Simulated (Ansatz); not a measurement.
## Molecular dynamics, with input and output: C₃H₁₀AlNSi (part 3 of 3)

The same run, continued: C₃H₁₀AlNSi; RKS B3LYP-D4/STO-3G (Ansatz 0.2.0). It belongs to a series of runs on one base structure; here: dynamics from the start.

Geometry of the input (Å):
```
C  0.3881  -0.4010  1.8443
N  0.7834  0.0109  0.4704
C  1.3720  -1.0918  -0.3954
Al 1.1729  -0.0477  -2.0089
Si -0.1711  1.1007  -0.5849
C  -2.0384  0.7852  -0.5209
H  1.2583  -0.8130  2.3930
H  -0.4096  -1.1790  1.8676
H  0.0171  0.4759  2.4067
H  2.3825  -1.3739  -0.0367
H  0.7654  -2.0256  -0.3607
H  1.7751  -0.1061  -3.3853
H  -0.0105  2.4711  -0.1228
H  -2.5722  1.4470  -1.2163
H  -2.2932  -0.2484  -0.7886
H  -2.4424  0.9733  0.4827
```

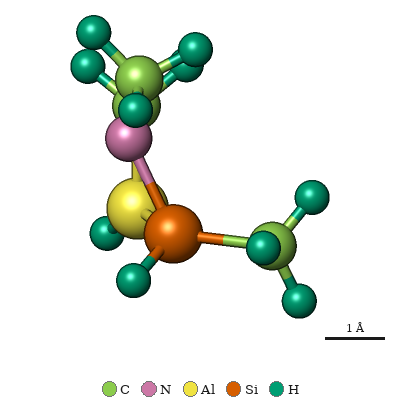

The geometry at step 71 of the log (ball-and-stick view, seen at a tilt).

**Trajectory as extended XYZ, continued**
```
16
Properties=species:S:1:pos:R:3:forces:R:3 step=43 time_fs=21.5 energy=-19010.72996 temperature=181.3
C     0.4074   -0.3865    1.8435   -0.2688  -0.7370  -1.6989
N     0.8258    0.0088    0.4418   -0.8677   0.5410   0.5771
C     1.3748   -1.1342   -0.4073    0.4905   0.8089   0.2239
Al    1.2160   -0.0412   -1.9917   -0.3821   0.3889   0.1070
Si   -0.2154    1.0661   -0.5955    0.4376  -1.0947  -0.7495
C    -2.1113    0.8388   -0.4981    0.7162   0.2595   0.9413
H     1.2833   -0.7456    2.3439    1.1576  -0.5228   0.9837
H    -0.3250   -1.2264    1.8422   -0.0657   0.1470   0.0647
H    -0.0084    0.4336    2.4204   -0.2722   0.7493   0.1289
H     2.3944   -1.3944   -0.0268   -0.5127  -0.3175  -0.2048
H     0.7125   -2.0095   -0.3655    0.0411  -0.6509   0.0570
H     1.9293    0.1455   -3.3023    0.0889  -0.1968   0.0022
H     0.0830    2.4097   -0.2017   -0.2449   0.6041   0.2460
H    -2.5922    1.3992   -1.2898   -0.3001   0.0928  -0.6595
H    -2.4707   -0.2023   -0.5018    0.1736   0.2078  -0.0883
H    -2.4411    1.3223    0.4329   -0.1912  -0.2797   0.0692
16
Properties=species:S:1:pos:R:3:forces:R:3 step=46 time_fs=23.0 energy=-19010.66290 temperature=144.9
C     0.4103   -0.3898    1.8461   -0.1708  -0.0605  -2.2360
N     0.8236    0.0136    0.4421   -0.6614   0.1905   0.4376
C     1.3738   -1.1399   -0.4114    0.4534   1.5154   0.1543
Al    1.2181   -0.0397   -1.9893   -0.3992   0.3535   0.1456
Si   -0.2199    1.0627   -0.5966    0.5865  -1.1299  -0.8211
C    -2.1032    0.8397   -0.5002    0.1204   0.6772   1.0729
H     1.2802   -0.7376    2.3413    1.5559  -0.6890   1.2275
H    -0.3134   -1.2098    1.8371   -0.5408  -0.4641   0.1103
H    -0.0064    0.4350    2.4001   -0.3901   0.9542   0.4032
H     2.4029   -1.3687   -0.0489   -0.4876  -0.5554  -0.0837
H     0.7057   -2.0006   -0.3762    0.0045  -0.9560   0.1535
H     1.9530    0.1244   -3.2871    0.0947  -0.1429  -0.0650
H     0.0636    2.4006   -0.1868   -0.2148   0.7046   0.2388
H    -2.6140    1.4021   -1.2764   -0.0985  -0.0116  -0.6993
H    -2.5016   -0.1826   -0.4712    0.2517  -0.0043  -0.1208
H    -2.4227    1.3531    0.4224   -0.1039  -0.3816   0.0821
16
Properties=species:S:1:pos:R:3:forces:R:3 step=50 time_fs=25.0 energy=-19010.71245 temperature=171.3
C     0.4141   -0.3942    1.8438    1.0242   0.5370  -0.8398
N     0.8191    0.0204    0.4436   -0.3344  -0.4106   0.2822
C     1.3733   -1.1432   -0.4165   -0.4740   1.4514   0.0039
Al    1.2203   -0.0373   -1.9858   -0.3375   0.2822   0.0601
Si   -0.2251    1.0569   -0.5990    0.8209  -0.5089  -0.6927
C    -2.0924    0.8429   -0.5001   -0.9274   1.1827   0.5757
H     1.3202   -0.7467    2.3744   -0.1706  -0.0220   0.2059
H    -0.3161   -1.2034    1.8341   -0.5847  -0.6423   0.1565
H    -0.0150    0.4649    2.3846    0.0229   0.0710   0.0580
H     2.3996   -1.3536   -0.0802   -0.0418  -0.7342   0.2035
H     0.6987   -2.0184   -0.3853    0.4109  -0.4334   0.1920
H     1.9877    0.0918   -3.2690    0.0468  -0.0726  -0.0726
H     0.0304    2.4102   -0.1597   -0.2253   0.2624   0.0454
H    -2.6443    1.4040   -1.2798    0.4650  -0.4008  -0.1877
H    -2.5340   -0.1570   -0.4346    0.3642  -0.2192  -0.1474
H    -2.4017    1.3815    0.4115   -0.0590  -0.3427   0.1569
16
Properties=species:S:1:pos:R:3:forces:R:3 step=54 time_fs=27.0 energy=-19010.65384 temperature=139.6
C     0.4209   -0.3970    1.8388    0.9208   0.4100   0.5280
N     0.8138    0.0260    0.4459    0.0044  -1.0069   0.1323
C     1.3714   -1.1420   -0.4216   -1.0961   0.8231   0.0211
Al    1.2221   -0.0345   -1.9824   -0.1827   0.1958  -0.1630
Si   -0.2292    1.0504   -0.6023    0.9522   0.3579  -0.4133
C    -2.0845    0.8497   -0.4981   -1.5958   0.9479   0.2232
H     1.3556   -0.7576    2.4159   -1.4549   0.4758  -0.7122
H    -0.3383   -1.2186    1.8370    0.2011   0.1100   0.1680
H    -0.0227    0.4977    2.3716    0.4283  -0.8366  -0.2862
H     2.3941   -1.3657   -0.1041    0.2213  -0.6121   0.3704
H     0.7069   -2.0521   -0.3872    0.6998   0.3424   0.1635
H     2.0239    0.0563   -3.2534   -0.0604  -0.0035   0.0035
H    -0.0113    2.4294   -0.1310   -0.1824  -0.3625  -0.2209
H    -2.6577    1.3917   -1.2911    0.7376  -0.4715   0.1253
H    -2.5523   -0.1391   -0.4037    0.5091  -0.2185  -0.1761
H    -2.3831    1.3973    0.4065   -0.1024  -0.1513   0.2365
16
Properties=species:S:1:pos:R:3:forces:R:3 step=57 time_fs=28.5 energy=-19010.65325 temperature=139.3
C     0.4278   -0.3983    1.8358    0.1217   0.1225   0.7258
N     0.8097    0.0285    0.4478    0.2373  -1.3377  -0.0281
C     1.3679   -1.1393   -0.4253   -0.7138   0.4191   0.2161
Al    1.2232   -0.0322   -1.9799   -0.0407   0.1249  -0.3454
Si   -0.2314    1.0458   -0.6052    0.9243   0.7983  -0.1980
C    -2.0817    0.8568   -0.4961   -1.5782   0.3730   0.3836
H     1.3493   -0.7551    2.4317   -1.3165   0.4511  -0.8098
H    -0.3520   -1.2291    1.8433    0.7021   0.6042   0.1262
H    -0.0190    0.5038    2.3557    0.4217  -0.8902  -0.2079
H     2.3946   -1.3902   -0.1132    0.0024  -0.2874   0.3118
H     0.7296   -2.0708   -0.3845    0.4964   0.5635   0.1222
H     2.0498    0.0295   -3.2419   -0.1474   0.0505   0.0653
H    -0.0472    2.4362   -0.1145   -0.0711  -0.6165  -0.3535
H    -2.6501    1.3711   -1.2974    0.5499  -0.1989  -0.0181
H    -2.5536   -0.1312   -0.3849    0.5707  -0.1646  -0.1913
H    -2.3717    1.4049    0.4085   -0.1587  -0.0118   0.2012
16
Properties=species:S:1:pos:R:3:forces:R:3 step=61 time_fs=30.5 energy=-19010.70289 temperature=166.0
C     0.4372   -0.3997    1.8336   -1.1568  -0.0087  -0.1689
N     0.8049    0.0286    0.4503    0.4771  -1.5331  -0.3148
C     1.3615   -1.1344   -0.4296    0.3849   0.2188   0.5384
Al    1.2247   -0.0289   -1.9770    0.1162   0.0240  -0.5007
Si   -0.2333    1.0406   -0.6093    0.7511   0.9021   0.0218
C    -2.0823    0.8671   -0.4921   -1.0078  -0.3851   0.9291
H     1.3024   -0.7386    2.4284    0.2068  -0.0720  -0.0832
H    -0.3473   -1.2236    1.8556    0.6672   0.5623   0.0254
H    -0.0015    0.4853    2.3293   -0.0073  -0.0957   0.2958
H     2.3939   -1.4307   -0.1156   -0.3920   0.2853   0.1354
H     0.7740   -2.0784   -0.3770   -0.2359   0.2597   0.0590
H     2.0792   -0.0044   -3.2242   -0.2188   0.1229   0.0801
H    -0.0967    2.4255   -0.1041    0.1613  -0.4919  -0.3635
H    -2.6237    1.3386   -1.3082    0.0045   0.3075  -0.4606
H    -2.5366   -0.1263   -0.3661    0.4830  -0.1740  -0.1814
H    -2.3620    1.4149    0.4171   -0.2334   0.0780  -0.0118
16
Properties=species:S:1:pos:R:3:forces:R:3 step=64 time_fs=32.0 energy=-19010.63631 temperature=129.8
C     0.4420   -0.4007    1.8318   -1.6387   0.2896  -1.0418
N     0.8021    0.0259    0.4516    0.5661  -1.4768  -0.5374
C     1.3572   -1.1303   -0.4317    0.9360   0.2135   0.6841
Al    1.2259   -0.0265   -1.9753    0.1755  -0.0520  -0.5225
Si   -0.2341    1.0375   -0.6123    0.5777   0.6549   0.1147
C    -2.0850    0.8742   -0.4873   -0.5836  -0.6176   0.9812
H     1.2689   -0.7269    2.4222    1.5344  -0.5292   0.6538
H    -0.3274   -1.2057    1.8657    0.0839  -0.0247  -0.0503
H     0.0124    0.4671    2.3158   -0.3930   0.6616   0.6865
H     2.3847   -1.4552   -0.1135   -0.3732   0.6132   0.0699
H     0.8030   -2.0768   -0.3698   -0.8004  -0.1148   0.0024
H     2.0960   -0.0269   -3.2091   -0.2182   0.1716   0.0194
H    -0.1302    2.4050   -0.1053    0.3582  -0.0871  -0.2485
H    -2.6022    1.3205   -1.3264   -0.2289   0.4369  -0.4712
H    -2.5116   -0.1269   -0.3566    0.2955  -0.2309  -0.1523
H    -2.3604    1.4241    0.4237   -0.2914   0.0919  -0.1880
16
Properties=species:S:1:pos:R:3:forces:R:3 step=68 time_fs=34.0 energy=-19010.59780 temperature=108.5
C     0.4443   -0.4010    1.8267   -0.5182   0.9212  -0.3686
N     0.7998    0.0189    0.4520    0.5024  -1.1448  -0.7502
C     1.3541   -1.1243   -0.4327    0.7098  -0.1103   0.7090
Al    1.2277   -0.0233   -1.9737    0.1743  -0.1398  -0.4672
Si   -0.2344    1.0341   -0.6163    0.3660   0.2017   0.1891
C    -2.0901    0.8820   -0.4784   -0.3439  -0.5662   0.1672
H     1.2732   -0.7278    2.4339    1.2235  -0.3451   0.3123
H    -0.3011   -1.1858    1.8774   -0.7944  -0.9172  -0.1000
H     0.0182    0.4646    2.3201   -0.3779   0.6716   0.5958
H     2.3619   -1.4674   -0.1080    0.1161   0.6999   0.1367
H     0.8146   -2.0782   -0.3604   -1.0029  -0.0972  -0.1076
H     2.1113   -0.0510   -3.1887   -0.1555   0.2205  -0.1295
H    -0.1623    2.3768   -0.1146    0.5804   0.5626  -0.0356
H    -2.5804    1.3097   -1.3636   -0.1153   0.1534   0.2166
H    -2.4694   -0.1355   -0.3488    0.0002  -0.2018  -0.1057
H    -2.3683    1.4394    0.4261   -0.3648   0.0916  -0.2623
16
Properties=species:S:1:pos:R:3:forces:R:3 step=71 time_fs=35.5 energy=-19010.61838 temperature=119.6
C     0.4446   -0.3994    1.8220    0.3645   0.9257   1.1157
N     0.7989    0.0115    0.4510    0.3136  -0.7390  -0.7969
C     1.3533   -1.1200   -0.4319    0.0642  -0.5986   0.6516
Al    1.2292   -0.0211   -1.9729    0.1475  -0.1918  -0.4182
Si   -0.2342    1.0318   -0.6190    0.2436   0.1048   0.3093
C    -2.0948    0.8867   -0.4713   -0.2082  -0.5956  -0.5484
H     1.3076   -0.7376    2.4512   -0.0756   0.1590  -0.5929
H    -0.2985   -1.1910    1.8838   -0.7040  -0.8201  -0.1135
H     0.0132    0.4791    2.3383   -0.0076  -0.0335   0.1002
H     2.3465   -1.4594   -0.1006    0.5295   0.5102   0.2307
H     0.7990   -2.0815   -0.3558   -0.6764   0.3115  -0.1935
H     2.1187   -0.0636   -3.1764   -0.0954   0.2432  -0.2402
H    -0.1723    2.3681   -0.1230    0.6762   0.7856   0.0406
H    -2.5674    1.3062   -1.3878   -0.0043  -0.1055   0.7282
H    -2.4370   -0.1468   -0.3458   -0.1821  -0.0244  -0.0717
H    -2.3832    1.4531    0.4216   -0.3856   0.0684  -0.2009
16
Properties=species:S:1:pos:R:3:forces:R:3 step=75 time_fs=37.5 energy=-19010.61635 temperature=118.9
C     0.4459   -0.3951    1.8191    0.1822   0.0737   2.1897
N     0.7984    0.0000    0.4478   -0.0698  -0.0582  -0.6961
C     1.3522   -1.1161   -0.4290   -0.4151  -1.0646   0.5894
Al    1.2315   -0.0183   -1.9724    0.1440  -0.2514  -0.4035
Si   -0.2338    1.0289   -0.6223    0.1420   0.5272   0.6384
C    -2.1015    0.8911   -0.4633    0.1490  -0.7991  -0.7958
H     1.3484   -0.7445    2.4532   -1.0780   0.4885  -1.1357
H    -0.3147   -1.2211    1.8884    0.2520   0.2235  -0.1353
H     0.0073    0.4953    2.3642    0.3521  -0.7213  -0.4398
H     2.3435   -1.4327   -0.0831    0.5426   0.1567   0.2036
H     0.7576   -2.0744   -0.3562   -0.0284   0.6726  -0.2277
H     2.1255   -0.0723   -3.1681   -0.0574   0.2585  -0.3035
H    -0.1631    2.3814   -0.1333    0.6782   0.4629  -0.0634
H    -2.5506    1.2979   -1.3964   -0.1227  -0.1833   0.7009
H    -2.4003   -0.1619   -0.3440   -0.3616   0.2603  -0.0148
H    -2.4156    1.4734    0.4091   -0.3091  -0.0461  -0.1064
16
Properties=species:S:1:pos:R:3:forces:R:3 step=79 time_fs=39.5 energy=-19010.67363 temperature=150.2
C     0.4476   -0.3905    1.8228   -0.5236  -0.7711   1.4244
N     0.7977   -0.0117    0.4427   -0.5112   0.6966  -0.4587
C     1.3501   -1.1154   -0.4243    0.0342  -0.9347   0.5528
Al    1.2339   -0.0159   -1.9725    0.2030  -0.3116  -0.4430
Si   -0.2331    1.0268   -0.6247    0.1330   1.1838   1.0017
C    -2.1076    0.8930   -0.4576    0.6122  -0.8546  -0.2226
H     1.3524   -0.7345    2.4151   -0.6541   0.2485  -0.6002
H    -0.3226   -1.2440    1.8880    0.8119   0.8884  -0.0868
H     0.0134    0.4868    2.3751    0.2456  -0.4742  -0.3916
H     2.3592   -1.3998   -0.0586   -0.0928  -0.1362  -0.0516
H     0.7143   -2.0437   -0.3650    0.3599   0.3342  -0.1481
H     2.1298   -0.0711   -3.1710   -0.0950   0.2609  -0.2362
H    -0.1284    2.4113   -0.1464    0.5358  -0.2062  -0.2561
H    -2.5393    1.2836   -1.3805   -0.4613   0.0205  -0.0821
H    -2.3774   -0.1678   -0.3427   -0.4912   0.2886   0.0644
H    -2.4595    1.4916    0.3924   -0.1064  -0.2329  -0.0661
16
Properties=species:S:1:pos:R:3:forces:R:3 step=82 time_fs=41.0 energy=-19010.68817 temperature=158.1
C     0.4480   -0.3884    1.8286   -0.9809  -0.9354  -0.0717
N     0.7964   -0.0192    0.4380   -0.8096   1.2250  -0.2355
C     1.3485   -1.1168   -0.4195    0.5835  -0.4481   0.4234
Al    1.2359   -0.0144   -1.9730    0.2591  -0.3577  -0.4669
Si   -0.2325    1.0262   -0.6257    0.1781   1.4786   1.1433
C    -2.1111    0.8926   -0.4539    0.7763  -0.6244   0.1090
H     1.3386   -0.7204    2.3706    0.4568  -0.2148   0.2967
H    -0.3099   -1.2409    1.8855    0.6148   0.7149   0.0055
H     0.0243    0.4683    2.3736   -0.0763   0.2108  -0.0025
H     2.3702   -1.3779   -0.0409   -0.5183  -0.3475  -0.2284
H     0.6898   -2.0119   -0.3754    0.3635  -0.2792  -0.0575
H     2.1308   -0.0637   -3.1793   -0.1515   0.2529  -0.1308
H    -0.0887    2.4301   -0.1621    0.3630  -0.5756  -0.3293
H    -2.5415    1.2727   -1.3686   -0.5913   0.1295  -0.5708
H    -2.3722   -0.1651   -0.3402   -0.5391   0.0970   0.1253
H    -2.4956    1.4999    0.3782    0.0721  -0.3260  -0.0097
16
Properties=species:S:1:pos:R:3:forces:R:3 step=86 time_fs=43.0 energy=-19010.64226 temperature=133.2
C     0.4459   -0.3881    1.8358   -0.4247  -0.2911  -1.5058
N     0.7925   -0.0263    0.4312   -1.0794   1.6931   0.0966
C     1.3481   -1.1198   -0.4122    0.7723   0.1924   0.0164
Al    1.2389   -0.0128   -1.9742    0.2844  -0.4130  -0.4344
Si   -0.2315    1.0271   -0.6256    0.2436   1.4046   1.0514
C    -2.1136    0.8906   -0.4489    0.4399  -0.0977  -0.3535
H     1.3386   -0.7099    2.3235    1.3369  -0.5540   1.0286
H    -0.2759   -1.2167    1.8827   -0.3653  -0.3516   0.1473
H     0.0353    0.4529    2.3730   -0.3640   0.8739   0.4212
H     2.3680   -1.3612   -0.0248   -0.5014  -0.6156  -0.2304
H     0.6687   -1.9807   -0.3911    0.2550  -0.9336   0.0305
H     2.1268   -0.0454   -3.1943   -0.2079   0.2253   0.0015
H    -0.0242    2.4362   -0.1938    0.1141  -0.6454  -0.2639
H    -2.5629    1.2618   -1.3704   -0.2874  -0.0462  -0.3218
H    -2.3830   -0.1593   -0.3327   -0.4690  -0.1598   0.1635
H    -2.5407    1.5003    0.3594    0.2530  -0.2813   0.1527
16
Properties=species:S:1:pos:R:3:forces:R:3 step=89 time_fs=44.5 energy=-19010.66703 temperature=146.6
C     0.4433   -0.3887    1.8384    1.0432   0.4436  -1.1761
N     0.7878   -0.0286    0.4263   -1.1435   1.7362   0.3865
C     1.3493   -1.1219   -0.4065    0.2402   0.2591  -0.4186
Al    1.2414   -0.0120   -1.9756    0.2384  -0.4465  -0.3454
Si   -0.2305    1.0291   -0.6245    0.2426   1.0178   0.7780
C    -2.1145    0.8887   -0.4459   -0.0852   0.0783  -0.9635
H     1.3686   -0.7147    2.3115    0.4413  -0.2325   0.6840
H    -0.2571   -1.2047    1.8840   -1.0110  -1.0838   0.2234
H     0.0354    0.4610    2.3817   -0.1880   0.5490   0.2553
H     2.3540   -1.3635   -0.0184   -0.0717  -0.7407  -0.0501
H     0.6598   -1.9788   -0.4023    0.3588  -0.8804   0.0636
H     2.1187   -0.0260   -3.2058   -0.2071   0.1925   0.0500
H     0.0275    2.4249   -0.2242   -0.0387  -0.3706  -0.1075
H    -2.5868    1.2529   -1.3803    0.1188  -0.2510   0.2106
H    -2.4030   -0.1581   -0.3231   -0.2733  -0.1258   0.1334
H    -2.5687    1.4936    0.3489    0.3352  -0.1451   0.2765
16
Properties=species:S:1:pos:R:3:forces:R:3 step=93 time_fs=46.5 energy=-19010.69883 temperature=164.1
C     0.4430   -0.3882    1.8389    1.7338   0.3758  -0.0883
N     0.7787   -0.0277    0.4207   -1.0052   1.3309   0.7984
C     1.3513   -1.1240   -0.4003   -0.5922  -0.1514  -0.8944
Al    1.2451   -0.0115   -1.9777    0.0965  -0.4768  -0.1536
Si   -0.2289    1.0329   -0.6223    0.1324   0.2869   0.2564
C    -2.1161    0.8863   -0.4445   -0.6623  -0.1319  -1.1376
H     1.4181   -0.7269    2.3160   -1.1011   0.3037  -0.0139
H    -0.2633   -1.2220    1.8932   -0.5260  -0.5063   0.2113
H     0.0308    0.4866    2.3997    0.2429  -0.4004  -0.2854
H     2.3346   -1.3909   -0.0107    0.4216  -0.6518   0.1812
H     0.6610   -2.0033   -0.4150    0.6014  -0.2559   0.0988
H     2.1013    0.0062   -3.2197   -0.1425   0.1391   0.0310
H     0.0950    2.3994   -0.2676   -0.1665   0.2342   0.1576
H    -2.6139    1.2327   -1.3858    0.4206  -0.2727   0.4989
H    -2.4375   -0.1596   -0.3061    0.1203   0.1358   0.0384
H    -2.5945    1.4802    0.3440    0.4262   0.0409   0.3011
16
Properties=species:S:1:pos:R:3:forces:R:3 step=96 time_fs=48.0 energy=-19010.68904 temperature=158.9
C     0.4462   -0.3870    1.8388    1.0111  -0.2960   0.3121
N     0.7701   -0.0245    0.4179   -0.7449   0.7712   1.0445
C     1.3518   -1.1258   -0.3974   -0.5342  -0.5509  -0.9492
Al    1.2479   -0.0116   -1.9795   -0.0406  -0.4827   0.0130
Si   -0.2276    1.0360   -0.6203    0.0081  -0.1347  -0.1282
C    -2.1186    0.8843   -0.4457   -0.7453  -0.3488  -0.6263
H     1.4317   -0.7300    2.3209   -1.4048   0.4185  -0.2156
H    -0.2822   -1.2490    1.9053    0.3398   0.5289   0.1141
H     0.0324    0.4983    2.4075    0.3782  -0.7606  -0.4852
H     2.3290   -1.4278   -0.0011    0.2786  -0.3012   0.1434
H     0.6761   -2.0296   -0.4221    0.5589   0.1918   0.1167
H     2.0845    0.0340   -3.2292   -0.0665   0.0966  -0.0208
H     0.1416    2.3847   -0.2967   -0.2433   0.5827   0.3118
H    -2.6246    1.2109   -1.3784    0.3294  -0.0613   0.2055
H    -2.4612   -0.1582   -0.2922    0.3852   0.2209  -0.0232
H    -2.6033    1.4708    0.3477    0.4902   0.1256   0.1873
16
Properties=species:S:1:pos:R:3:forces:R:3 step=100 time_fs=50.0 energy=-19010.68226 temperature=155.0
C     0.4530   -0.3864    1.8395   -0.3779  -0.8254  -0.0531
N     0.7568   -0.0186    0.4167   -0.2585  -0.1006   1.1684
C     1.3512   -1.1298   -0.3961    0.2678  -0.8060  -0.6935
Al    1.2516   -0.0123   -1.9819   -0.2058  -0.4597   0.2054
Si   -0.2258    1.0401   -0.6179   -0.0795  -0.1883  -0.4946
C    -2.1238    0.8807   -0.4489   -0.3274  -0.3631   0.3599
H     1.4066   -0.7212    2.3214   -0.4788   0.1304   0.0457
H    -0.2949   -1.2658    1.9248    0.8803   1.1802  -0.0352
H     0.0461    0.4901    2.4027    0.1740  -0.4208  -0.2606
H     2.3288   -1.4848    0.0155   -0.2570   0.3879  -0.0945
H     0.7133   -2.0581   -0.4278    0.0861   0.3793   0.0998
H     2.0602    0.0741   -3.2429    0.0234   0.0384  -0.0723
H     0.1952    2.3842   -0.3252   -0.4218   0.5529   0.3772
H    -2.6293    1.1811   -1.3643   -0.0486   0.3223  -0.4872
H    -2.4797   -0.1498   -0.2744    0.5327  -0.0200  -0.0390
H    -2.5987    1.4625    0.3583    0.4908   0.1927  -0.0264
```
